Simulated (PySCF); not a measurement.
## Electronic structure of C₅H₈ClOSi (doublet) in real space

```tsv
atom	x (Å)	y (Å)	z (Å)
C	-1.7104	-1.4254	0.5764
C	-1.1076	-0.4259	-0.0174
C	-1.1718	0.8900	-0.6811
O	-1.5539	2.0605	-0.0391
C	0.1616	0.1990	-0.4114
Cl	0.9773	-0.4836	-1.8352
C	1.1378	0.6872	0.6302
Si	2.4468	-0.6458	1.0136
H	-1.1592	-2.2722	0.9539
H	-2.7812	-1.4428	0.7006
H	-1.5207	0.9240	-1.7073
H	-1.2780	2.0282	0.8834
H	0.5794	0.9495	1.5318
H	1.6231	1.5981	0.2717
H	1.8279	-1.9209	1.3469
H	3.5215	-0.7110	0.0391
```

Geometry: GFN2-xTB.

Method: PySCF, UKS B3LYP, pcH-1 on C Cl H O Si, non-relativistic, mean-field spin-orbit, GIAO.

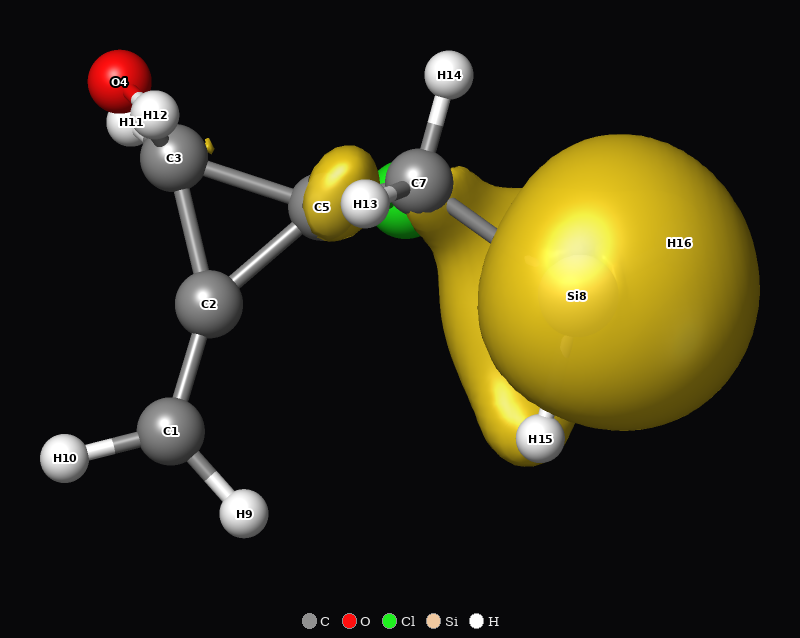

Figure 1. Isosurfaces of the spin density at +0.015 (yellow) and −0.015 e/Å³ (cyan), seen across its widest extent.

> Which atoms carry the spin?

The unpaired spin (1 electron) lies mostly on Si8 (about 0.8), in electrons by Hirshfeld's partition. Only one sign reaches the isovalue.

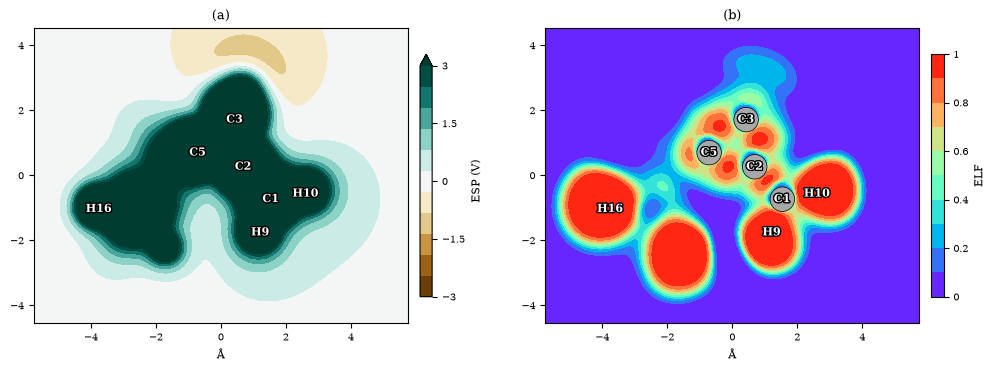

Figure 2. (a) molecular electrostatic potential; (b) electron localisation function on the plane of atoms C3, C2 and C5. Grey discs cover the atomic cores in the ELF map.

> What do the fields say about this system?

Atoms in the plane: C and H.
C–C (1.31 Å): the ELF peaks at about 0.90 between the atoms: a multiple bond.
C–C (1.47 Å): the ELF peaks at about 0.90 between the atoms, as expected for localised, covalent bonding.
C–C (1.53 Å): the ELF peaks at about 0.75 between the atoms: a covalent bond.
Outside the dense part of the molecule the potential is most negative (−1.0 V) near O4, which lies off the plane.

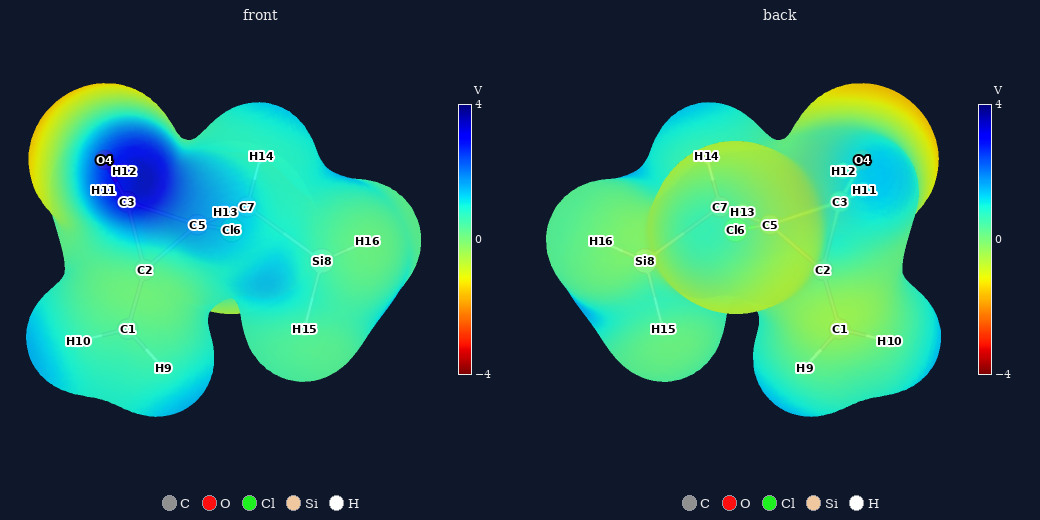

Figure 3. The molecular electrostatic potential painted on the density surface at 0.004 e/bohr³, seen from the front and from behind; red is negative and blue positive.

> Describe the electrostatic potential map.

The most negative region (about −1.5 V) lies over O4, the most positive (about +3.3 V) over H12. Cl6 shows a σ-hole: about +0.6 V at the tip opposite its bond, against about −0.3 V on its flanks. O4 is the likeliest acceptor of a hydrogen bond.
